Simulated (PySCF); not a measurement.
SMILES CC(BCl)C (C3H8BCl), singlet at its B3LYP/def2-SVP optimised geometry (Å):

```
13

B      0.5186     1.2068     0.0000
Cl     2.2833     1.2068     0.0000
H     -0.0013     2.2945     0.0000
C     -0.3364    -0.1062    -0.0584
C     -1.5990    -0.0033     0.8233
C      0.4044    -1.4345     0.1425
H     -0.6899    -0.0653    -1.1168
H     -2.2833    -0.8478     0.6378
H     -1.3366    -0.0265     1.8946
H     -2.1558     0.9289     0.6389
H      1.2765    -1.5231    -0.5229
H     -0.2584    -2.2945    -0.0489
H      0.7745    -1.5277     1.1774
```

Calculation: B3LYP/def2-TZVP in PySCF. Cells within 0.4 Å of a nucleus heavier than hydrogen are left out (blank, or x).

Map of the electron localisation function on the plane z = 0.0 Å:

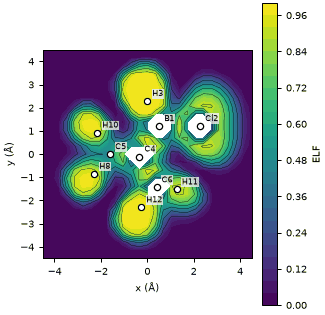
Electron localisation function on the plane z = 0.0 Å.
